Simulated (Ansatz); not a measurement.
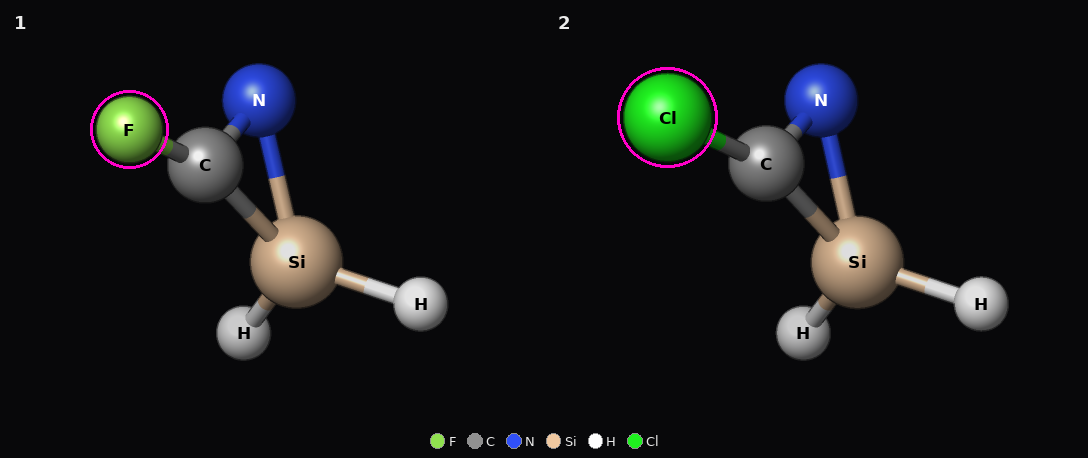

2 molecules with one skeleton, seen from the same side and at one scale; the atom that differs is circled. Charge 0, singlet. Computed geometries: PBE0-D4/def2-TZVP optimisations, one conformation each. Properties computed with Ansatz 0.2.0.

One atom differs, called X below: F in panel 1, Cl in panel 2. Their formulas are CH2FNSi (`FC1=N[SiH2]1`), CH2ClNSi (`ClC1=N[SiH2]1`).

> In which is the length of X–C larger (PBE0-D4/def2-TZVP)?

In panel 2 (X = Cl).

> In which is the HOMO energy (Kohn–Sham orbital) higher (B3LYP-D4/def2-TZVPP)?

In panel 2 (X = Cl).

Give the values. With PBE0-D4/def2-TZVP: length of X–C (Å), angle X–C–N (°), harmonic X–C stretching wavenumber (cm⁻¹). With B3LYP-D4/def2-TZVPP: dipole moment (D), HOMO energy (Kohn–Sham orbital) (eV), HOMO–LUMO gap (eV), vertical ionisation energy (eV).

```json
{"quantity": "length of X–C (Å)", "1 (F)": "1.314", "2 (Cl)": "1.709", "2 − 1": "+0.395"}
{"quantity": "angle X–C–N (°)", "1 (F)": "128.8", "2 (Cl)": "129.9", "2 − 1": "+1.1"}
{"quantity": "dipole moment (D)", "1 (F)": "2.78", "2 (Cl)": "2.47", "2 − 1": "−0.31"}
{"quantity": "HOMO energy (Kohn–Sham orbital) (eV)", "1 (F)": "−7.35", "2 (Cl)": "−7.06", "2 − 1": "+0.29"}
{"quantity": "HOMO–LUMO gap (eV)", "1 (F)": "6.00", "2 (Cl)": "5.64", "2 − 1": "−0.36"}
{"quantity": "vertical ionisation energy (eV)", "1 (F)": "9.92", "2 (Cl)": "9.42", "2 − 1": "−0.50"}
{"quantity": "harmonic X–C stretching wavenumber (cm⁻¹)", "1 (F)": "1298", "2 (Cl)": "1087", "2 − 1": "−211"}
```
